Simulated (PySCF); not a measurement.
```xyz
2

Sn    0.0000    0.0000   -0.2078
N     0.0000    0.0000    1.7792
```

⟨S²⟩ = 0.90, above the pure value of 0.75; core potentials replace the inner electrons of Sn.

Theory: PBE0/def2-SVPD, non-relativistic Hamiltonian with scalar-relativistic core potentials where named, at a bond length of 1.987 Å in PySCF.

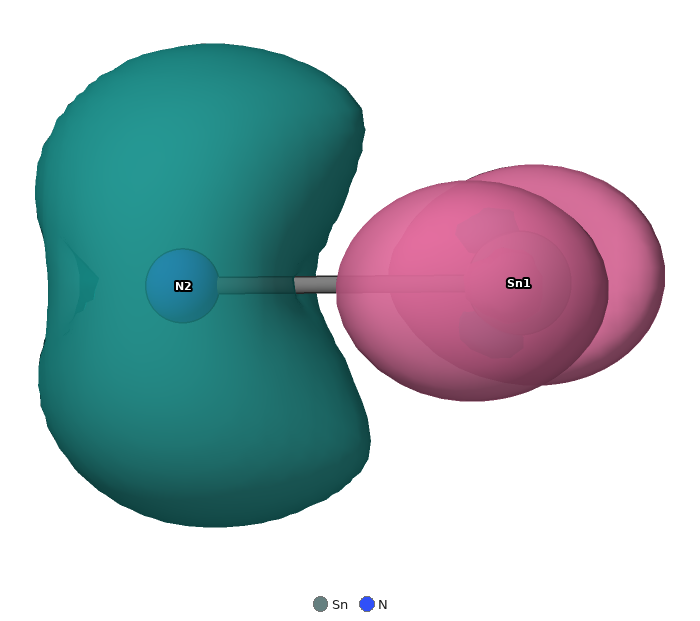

SnN (doublet). Isosurfaces of the spin density at +0.03 (teal) and −0.03 e/Å³ (pink), seen from one side.

Q: Where is the unpaired spin?

A: The unpaired spin (1 electron) lies mostly on N2 (about 1.2), in electrons by Hirshfeld's partition, with opposite, polarisation-induced spin on Sn1.
